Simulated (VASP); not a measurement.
# NaVP with SCAN: from relaxation to properties, part 4 of 5

Aim: relax NaVP, then compute properties on the relaxed cell. The cell is generated by rule, not measured, and may not be a known phase. Left out of this account: 4 further runs (self-consistent run: a volume scan without its fit; self-consistent run: a spoilt try).

VASP 6.6.1, plane waves and PAW; the level of theory is named at each step.

Still holding for the runs below: The cell holds one magnetic atom, so no antiferromagnetic order fits into it.

So far, moment of the cell, from the last line of the log (μB): step 2 (rough relaxation of the start cell) 2.35; step 3 (relaxing cell and atoms (SCAN)) 2.35. The relaxed cell has a = 3.353, c = 5.915 Å (conventional setting).

## (6) Density of states (SCAN)

Level of this step: SCAN, spin-polarised from a ferromagnetic start; plane waves and PAW (Na_pv, V_sv, P); invented cell (VASP).

Here the states are counted by energy and projected on the atoms. The mesh is finer than in the run before.

INCAR reads:

```
SYSTEM = NaVP
PREC = Accurate
ENCUT = 400
EDIFF = 1E-06
NELM = 100
ISMEAR = -5
SIGMA = 0.05
LREAL = .FALSE.
ALGO = Normal
METAGGA = SCAN
LASPH = .TRUE.
NBANDS = 27
ISPIN = 2
MAGMOM = 0.016 2.092 -0.152
LMAXMIX = 4
LORBIT = 11
LWAVE = .FALSE.
LCHARG = .FALSE.
NEDOS = 2001
```

POSCAR reads:

```
NaVP
1.0
    3.3529981911      0.0000000000      0.0000000000
    0.0000000000      3.3529981911      0.0000000000
    0.0000000000      0.0000000000      5.9153771581
Na V P
1 1 1
Direct
    0.5000000000      0.5000000000      0.0000000000
    0.5000000000      0.5000000000      0.5000000000
    0.0000000000      0.0000000000      0.5000000000
```

KPOINTS reads:

```
Automatic mesh
0
Gamma
10 10 6
0 0 0
```

The projector-augmented-wave data sets are Na_pv, V_sv and P (PBE family, release 64).

Run with:

```console
$ mpirun -np 1 vasp_std
```

Log:

```text
[... set-up lines as in an earlier step ...]
 entering main loop
       N       E                     dE             d eps       ncg     rms          rms(c)
DAV:   1     0.210219423495E+03    0.21022E+03   -0.12310E+04  9968   0.815E+02
DAV:   2    -0.261662157562E+02   -0.23639E+03   -0.22646E+03  9413   0.292E+02
DAV:   3    -0.381772067207E+02   -0.12011E+02   -0.11834E+02 10819   0.719E+01
DAV:   4    -0.383723236703E+02   -0.19512E+00   -0.19480E+00 10544   0.945E+00
DAV:   5    -0.383757433982E+02   -0.34197E-02   -0.34190E-02 10723   0.133E+00    0.208E+01
DAV:   6    -0.337453831643E+02    0.46304E+01   -0.24564E+01  9690   0.306E+01    0.135E+01
DAV:   7    -0.324150397207E+02    0.13303E+01   -0.17459E+01  9485   0.188E+01    0.603E+00
DAV:   8    -0.323504199931E+02    0.64620E-01   -0.13026E+00 10212   0.497E+00    0.185E+00
DAV:   9    -0.323675729555E+02   -0.17153E-01   -0.23613E-01 10063   0.233E+00    0.119E+00
DAV:  10    -0.323803242493E+02   -0.12751E-01   -0.20727E-02  9901   0.811E-01    0.530E-01
DAV:  11    -0.323845036237E+02   -0.41794E-02   -0.19974E-02  9351   0.658E-01    0.253E-01
DAV:  12    -0.323859892850E+02   -0.14857E-02   -0.57091E-03  9258   0.442E-01    0.140E-01
DAV:  13    -0.323861336419E+02   -0.14436E-03   -0.67140E-04  9467   0.141E-01    0.864E-02
DAV:  14    -0.323862943600E+02   -0.16072E-03   -0.63855E-04  9270   0.132E-01    0.393E-02
DAV:  15    -0.323864146117E+02   -0.12025E-03   -0.11638E-04  9601   0.597E-02    0.126E-02
DAV:  16    -0.323864207895E+02   -0.61777E-05   -0.19345E-05  9919   0.240E-02    0.533E-03
DAV:  17    -0.323864178230E+02    0.29665E-05   -0.56191E-06  9923   0.115E-02    0.346E-03
DAV:  18    -0.323864215197E+02   -0.36967E-05   -0.22555E-06  8901   0.788E-03    0.179E-03
DAV:  19    -0.323864160165E+02    0.55032E-05   -0.30388E-07  6340   0.318E-03    0.936E-04
DAV:  20    -0.323864130942E+02    0.29224E-05   -0.85937E-08  4917   0.167E-03    0.416E-04
DAV:  21    -0.323864121485E+02    0.94571E-06   -0.33493E-08  4821   0.941E-04
   1 F= -.32386412E+02 E0= -.32386412E+02  d E =0.000000E+00  mag=     2.3920
 -----------------------------------------------------------------------------
|                                                                             |
|           W    W    AA    RRRRR   N    N  II  N    N   GGGG   !!!           |
|           W    W   A  A   R    R  NN   N  II  NN   N  G    G  !!!           |
|           W    W  A    A  R    R  N N  N  II  N N  N  G       !!!           |
|           W WW W  AAAAAA  RRRRR   N  N N  II  N  N N  G  GGG   !            |
|           WW  WW  A    A  R   R   N   NN  II  N   NN  G    G                |
|           W    W  A    A  R    R  N    N  II  N    N   GGGG   !!!           |
|                                                                             |
|     Tetrahedron method does not include variations of the Fermi             |
|     occupations, so forces and stress will be inaccurate. We suggest        |
|     using a different smearing scheme ISMEAR = 1 or 2 for metals in         |
|     relaxations.                                                            |
|                                                                             |
 -----------------------------------------------------------------------------
```

The job ended after 8.9 min (1 MPI rank of Intel Xeon Platinum 8488C (Sapphire Rapids), shared host; peak memory 0.29 GiB).

OUTCAR, selected parts (step 6):

```text
   k-points           NKPTS =     84   k-points in BZ     NKDIM =     84   number of bands    NBANDS=     27

   NELECT =      25.0000    total number of electrons

 E-fermi :   4.4747

 spin component 1
 k-point     1 :       0.0000    0.0000    0.0000
  band No.  band energies     occupation
    ...
     12       3.3084      1.00000
     13       3.6337      1.00000
     14       3.6337      1.00000
     15       4.0218      1.00906
     16       4.0218      0.77116
     17       5.4779      0.00000
     18      10.3537      0.00000
     19      10.4472      0.00000
     20      12.9684      0.00000
     21      15.5995      0.00000
    ...

 k-point     2 :       0.1000    0.0000    0.0000
  band No.  band energies     occupation
    ...
     11       1.6333      1.00000
     12       2.5378      1.00000
     13       3.6542      1.00000
     14       3.6912      1.00000
     15       3.8805      1.02824
     16       4.9745     -0.00959
     17       5.5518      0.00000
     18      10.1756      0.00000
     19      10.9302      0.00000
     20      12.4934      0.00000
    ...

  Total        0.0933547      0.0933547     -0.0577407      0.0000000      0.0000000      0.0000000
  in kB        2.2490425      2.2490425     -1.3910526      0.0000000      0.0000000      0.0000000
  external PRESSURE =       1.0356774 kB  Pullay stress =       0.0000000 kB

  FREE ENERGIE OF THE ION-ELECTRON SYSTEM (eV)
  ---------------------------------------------------
  free  energy   TOTEN  =       -32.3864121485 eV

  energy  without entropy=      -32.3864121485  energy(sigma->0) =      -32.38641215

 magnetization (x)
# of ion       s       p       d       tot
------------------------------------------
    1        0.010   0.009   0.000   0.020
    2        0.050   0.024   2.031   2.105
    3       -0.014  -0.136   0.000  -0.151
--------------------------------------------------
tot          0.046  -0.103   2.031   1.974

[... 7 parts as in an earlier step ...]

[... 15 further parts left out ...]
```

With tetrahedra the forces and stress of a metal are not exact derivatives of the energy.

Numbers from this step:

| Property | Result |
| --- | --- |
| SCF cycles | 21 |
| irreducible k-points | 84 |
| free energy (TOTEN) | -32.39 eV |
| Fermi energy | 4.475 eV |
| pressure | 0.1036 GPa |
| moment of the cell, from the last line of the log | 2.392 μB |
| DOS at the Fermi level | 1.490 states/eV/cell |

The density of states has structure finer than the step of the table below, so its rows give means over 1 eV, whole bins alone (the curve runs from -12.0 to 7.97 eV). Peaks (eV: height): total up -4.0: 3.07, 0.5: 2.37, 0.7: 3.03, 1.8: 1.92; total down 0.7: 2.26, 2.4: 2.98, 2.6: 3.10, 3.1: 2.19; V d up -1.6: 1.15, -0.8: 1.40, 0.5: 1.59, 0.7: 2.40; V d down 0.7: 0.789, 2.4: 1.99, 2.6: 2.29, 3.1: 1.17; P p up -5.1: 0.175, -4.0: 0.639, 0.5: 0.174, 2.4: 0.135.

States under -12.0 eV and over 8.0 eV are left out. The density of states by energy, zero at the Fermi level; means over each step; 7 of 8 lines; values in states/eV/cell:

| energy (eV) | total up | total down | V d up | V d down | P p up | P p down | P s up |
| --- | --- | --- | --- | --- | --- | --- | --- |
| -11 | 0.692 | 0.614 | 0.0338 | 0.0250 | 0.00190 | 0.00119 | 0.348 |
| -10 | 0 | 0 | 0 | 0 | 0 | 0 | 0 |
| -9 | 0 | 0 | 0 | 0 | 0 | 0 | 0 |
| -8 | 0 | 0 | 0 | 0 | 0 | 0 | 0 |
| -7 | 0.00854 | 0 | 9.4e-4 | 0 | 0.00198 | 0 | 5.0e-5 |
| -6 | 0.297 | 0.151 | 0.0354 | 0.0151 | 0.0704 | 0.0399 | 0.00373 |
| -5 | 0.552 | 0.529 | 0.0712 | 0.0542 | 0.127 | 0.144 | 0.00741 |
| -4 | 1.53 | 1.02 | 0.408 | 0.103 | 0.323 | 0.269 | 0.00409 |
| -3 | 0.560 | 0.958 | 0.234 | 0.218 | 0.0847 | 0.262 | 0.00239 |
| -2 | 0.917 | 0.326 | 0.555 | 0.0742 | 0.0168 | 0.0836 | 0.00356 |
| -1 | 1.36 | 0.183 | 1.01 | 0.0352 | 0.0125 | 0.0191 | 8.5e-4 |
| 0 | 1.22 | 0.443 | 0.686 | 0.134 | 0.111 | 0.0277 | 0.00867 |
| 1 | 0.901 | 1.26 | 0.533 | 0.607 | 0.0643 | 0.0470 | 0.00892 |
| 2 | 1.26 | 1.99 | 0.389 | 1.25 | 0.108 | 0.0557 | 0.0262 |
| 3 | 0.611 | 1.63 | 0.135 | 0.923 | 0.0589 | 0.0713 | 0.0114 |
| 4 | 0.703 | 0.792 | 0.114 | 0.337 | 0.0636 | 0.0592 | 0.00796 |
| 5 | 0.673 | 0.694 | 0.0940 | 0.172 | 0.0560 | 0.0413 | 0.0116 |
| 6 | 0.699 | 0.871 | 0.0668 | 0.152 | 0.0366 | 0.0518 | 0.0143 |
| 7 | 0.934 | 0.727 | 0.0773 | 0.0804 | 0.0389 | 0.0283 | 0.0256 |

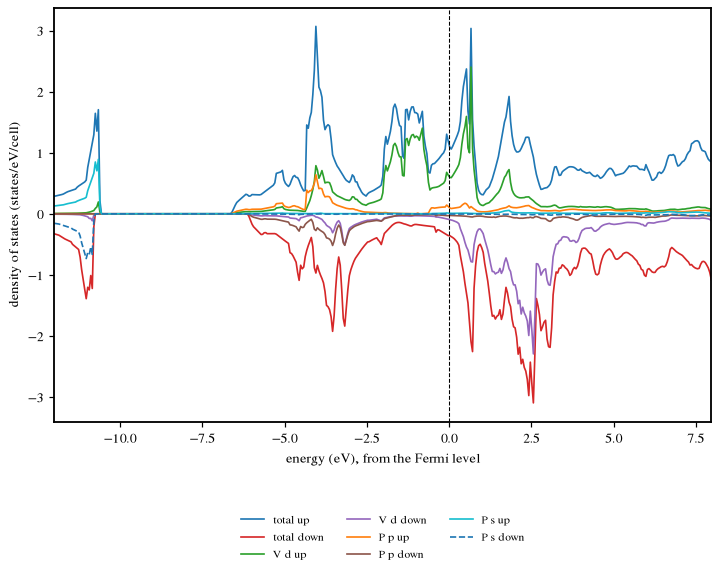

Density of states against energy. Down spins are drawn negative.

The finer mesh and the other smearing move the Fermi level by +0.05 eV from the 7×7×4 run, a small shift, which tests the Fermi level alone. Of the states within 0.3 eV of the Fermi level, the largest shares in the PAW spheres are V d 48 % and P p 9 %. The rest lies in smaller channels or between the spheres.

## (7) A semilocal run for the hybrid's start

This step: PBE, spin-polarised from a ferromagnetic start; plane waves and PAW (Na_pv, V_sv, P); invented cell (VASP 6.6.1).

A hybrid converges badly from random orbitals, so a cheap semilocal run writes a WAVECAR on the same mesh first.

INCAR reads:

```
SYSTEM = NaVP
PREC = Accurate
ENCUT = 400
EDIFF = 1E-05
NELM = 100
ISMEAR = -1
SIGMA = 0.05
LREAL = .FALSE.
ALGO = Normal
GGA = PE
NBANDS = 20
ISPIN = 2
MAGMOM = 0.016 2.092 -0.152
LMAXMIX = 4
LORBIT = 11
LWAVE = .TRUE.
LCHARG = .FALSE.
```

POSCAR is that of step 6.

KPOINTS reads:

```
Automatic mesh
0
Gamma
4 4 3
0 0 0
```

Run with:

```console
$ mpirun -np 1 vasp_std
```

Log:

```text
[banner, memory and clock lines left out]
running    1 mpi-ranks, on    1 nodes
 distrk:  each k-point on    1 cores,    1 groups
 distr:  one band on    1 cores,    1 groups

 POSCAR found type information on POSCAR NaV P
 POSCAR found :  3 types and       3 ions
 LDA part: xc-table for (Slater+PW92), standard interpolation
 POSCAR, INCAR and KPOINTS ok, starting setup
 FFT: planning ... GRIDC
 FFT: planning ... GRID_SOFT
 FFT: planning ... GRID
 WAVECAR not read
 entering main loop
       N       E                     dE             d eps       ncg     rms          rms(c)
DAV:   1     0.207588810220E+03    0.20759E+03   -0.12816E+04  1108   0.108E+03
DAV:   2    -0.675379378842E+01   -0.21434E+03   -0.20826E+03   996   0.353E+02
DAV:   3    -0.174442897282E+02   -0.10690E+02   -0.10415E+02  1160   0.831E+01
DAV:   4    -0.176541512139E+02   -0.20986E+00   -0.20949E+00  1104   0.117E+01
DAV:   5    -0.176586217348E+02   -0.44705E-02   -0.44697E-02  1152   0.178E+00    0.185E+01
DAV:   6    -0.177655143206E+02   -0.10689E+00   -0.36029E+01  1068   0.334E+01    0.140E+01
DAV:   7    -0.159644102562E+02    0.18011E+01   -0.25455E+01  1080   0.276E+01    0.729E+00
DAV:   8    -0.156195584421E+02    0.34485E+00   -0.11465E+00  1084   0.751E+00    0.183E+00
DAV:   9    -0.156644758352E+02   -0.44917E-01   -0.14138E-01  1116   0.205E+00    0.224E+00
DAV:  10    -0.156659976289E+02   -0.15218E-02   -0.61457E-02  1080   0.145E+00    0.964E-01
DAV:  11    -0.156748207436E+02   -0.88231E-02   -0.26704E-02  1064   0.701E-01    0.410E-01
DAV:  12    -0.156765399982E+02   -0.17193E-02   -0.53738E-03  1076   0.423E-01    0.192E-01
DAV:  13    -0.156771803267E+02   -0.64033E-03   -0.70374E-04  1088   0.152E-01    0.113E-01
DAV:  14    -0.156772210406E+02   -0.40714E-04   -0.91301E-04  1104   0.168E-01    0.606E-02
DAV:  15    -0.156773030348E+02   -0.81994E-04   -0.15028E-04  1036   0.881E-02    0.134E-02
DAV:  16    -0.156773042685E+02   -0.12337E-05   -0.10710E-05   800   0.216E-02
   1 F= -.15677304E+02 E0= -.15667645E+02  d E =-.193193E-01  mag=     2.2309
 writing wavefunctions
```

Wall time 29 s (1 MPI rank); peak memory 0.17 GiB.

Parts of OUTCAR (step 7):

```text
   NELECT =      25.0000    total number of electrons

 E-fermi :   4.2402

 spin component 1
 k-point     1 :       0.0000    0.0000    0.0000
  band No.  band energies     occupation
    ...
     12       3.5036      1.00000
     13       3.9625      0.99614
     14       3.9625      0.99614
     15       4.1341      0.89296
     16       4.1341      0.89296
     17       5.3741      0.00000
     18       9.9611      0.00000
     19      10.0634      0.00000
     20      12.7139      0.00000

 k-point     2 :       0.2500    0.0000    0.0000
  band No.  band energies     occupation
    ...
     10       0.7326      1.00000
     11       1.6195      1.00000
     12       2.2515      1.00000
     13       4.0288      0.98562
     14       4.0695      0.96812
     15       4.3430      0.11343
     16       5.6744      0.00000
     17       7.0856      0.00000
     18       8.7451      0.00000
     19      10.2535      0.00000
    ...

  Total        0.0610885      0.0610885      0.3575007      0.0000000      0.0000000     -0.0000000
  in kB        1.4717062      1.4717062      8.6126819      0.0000000      0.0000000     -0.0000000
  external PRESSURE =       3.8520315 kB  Pullay stress =       0.0000000 kB

  FREE ENERGIE OF THE ION-ELECTRON SYSTEM (eV)
  ---------------------------------------------------
  free  energy   TOTEN  =       -15.6773042685 eV

  energy  without entropy=      -15.6579849470  energy(sigma->0) =      -15.66764461

 magnetization (x)
# of ion       s       p       d       tot
------------------------------------------
    1        0.004   0.007   0.000   0.011
    2        0.038   0.020   1.838   1.896
    3       -0.008  -0.046   0.000  -0.054
--------------------------------------------------
tot          0.034  -0.020   1.838   1.853

[... 8 parts as in an earlier step ...]

[... 15 further parts left out ...]
```

LASPH is off, so gradient terms of the non-spherical density inside the spheres are left out; for open d or f shells this can shift gaps and moments.

Numbers from this step:

```yaml
scf_cycles: 16
bands: 20
irreducible_k_points: 12
free_energy_toten: -15.68 eV
energy_at_zero_smearing: -15.67 eV
fermi_energy: 4.240 eV
pressure: 0.3852 GPa
moment_of_the_cell_from_the_last_line_of_the_log: 2.231 μB
```

Spin moment in the PAW sphere by atom:

| atom | spin moment in the PAW sphere (μB) |
| --- | --- |
| Na1 | 0.01 |
| V2 | 1.90 |
| P3 | -0.05 |

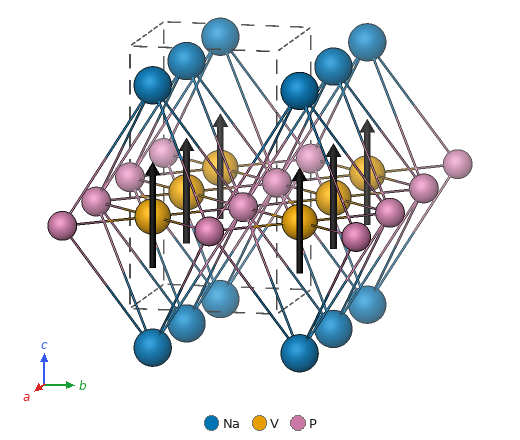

Spin moment in the PAW sphere as arrows, the longest 1.90 μB. Up and down stand for the sign. Arrows give size and sign along the axis of quantisation, drawn up and down the page. 3×2×1 cells are drawn. Some periodic images of atoms are drawn too.

(Part 4 of 5 ends here.)

[Lines on the potential files, build, host, timing and source positions are cut from VASP's logs without a mark.]

[Logs are printed without paths, hosts, clocks, repeated set-up lines and the standing remarks that a program may print on its own settings, such as how far it seeks lower states.]

[Hosts, paths, dates, database ids (printed as entryN), source tags and the programs' standing remarks are cut or masked in the printed files.]

[A measured line is paired with the nearest computed mode of its activity, which favours agreement.]
